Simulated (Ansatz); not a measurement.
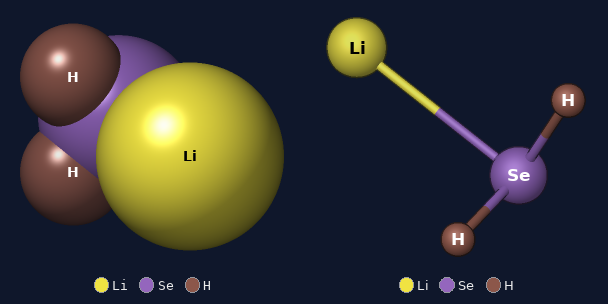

Two views of one molecule.

The species has charge +1 and is a spin singlet. The computed structure is the end point of a PBE0-D4/def2-TZVP optimisation.

Identify the structure.

The species is H₂LiSe⁺. The point group is Cs. Coordination: 1 Se trigonal pyramidal.

The parts below concern this one geometry. Atoms keep their numbers from picture to picture.

### Vibrations

Harmonic vibrations computed with RKS PBE0-D4/def2-TZVP (Ansatz 0.2.0) at a stationary point of the same level.

> List the wavenumbers.

6 modes: 343, 392, 440, 1050, 2436, 2447 cm⁻¹.

### Electronic properties

Level of theory: RKS PBE0-D4/def2-TZVPPD (Ansatz 0.2.0).

> Estimate the HOMO energy (Kohn–Sham orbital).

−13.11 eV.

> What is the LUMO energy (Kohn–Sham orbital)?

−5.58 eV.

### Charges

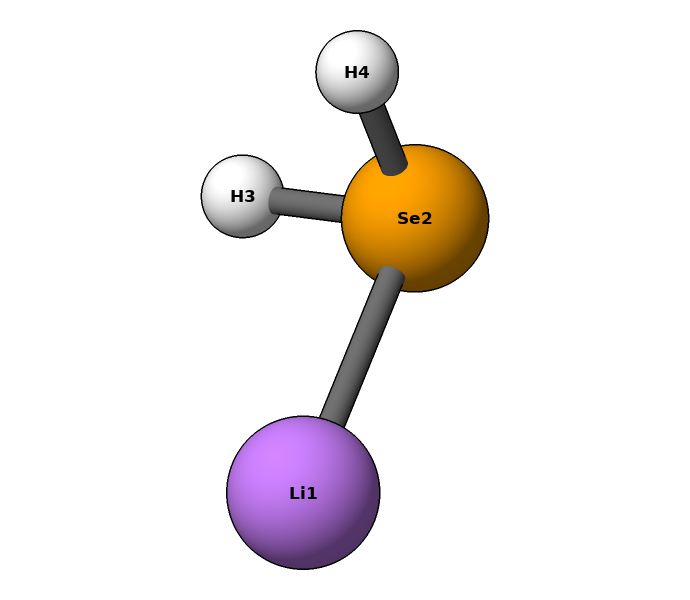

The questions are on Mulliken charges. Method: RKS PBE0-D4/def2-TZVP (Ansatz 0.2.0).

List the Mulliken charges.

```
atom  value (e)
 Li1       0.87
 Se2      −0.30
  H3       0.21
  H4       0.21
```

Mulliken values depend strongly on the basis set and can even reverse the polarity of a bond.
